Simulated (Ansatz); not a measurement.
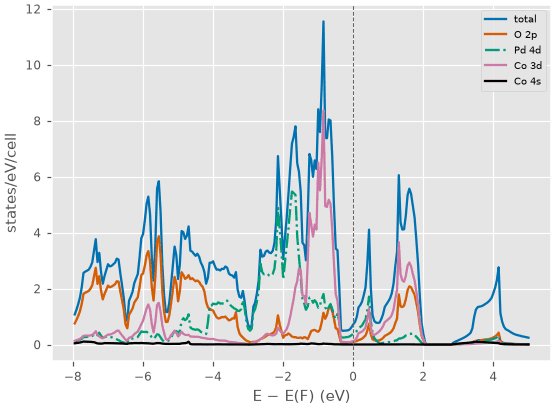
*Total and projected density of states of CoPdO$_{2}$ in space group R-3m (No. 166; Co on 3b, Pd on 3a, O on 6c), PBE in the plane-wave PAW code Ansatz*

Which orbitals carry the states next to the Fermi level?

Within 0.5 eV of the Fermi level: Pd 4d 42 %, Co 3d 33 %, O 2p 16 %, outside the projected shells 6 %. Projections are on Löwdin-orthogonalised atomic valence shells; empty p or d shells of many metals are not among them.

Where is the tallest occupied peak in this window, and what makes it?

Near -0.8 eV, about 12 states/eV per cell; the largest projected share is Co 3d.

The cell was relaxed with PBE under the symmetry of its start. The workflow began spin-polarised and lost its moments. No Hubbard U is applied. The compound may be a true metal, but semilocal functionals without U, or a wrong spin order, can also close a gap. Scalar-relativistic: spin–orbit coupling is off unless named, which matters more the heavier the elements.

Potentials: the earlier of the program's two PAW sets.
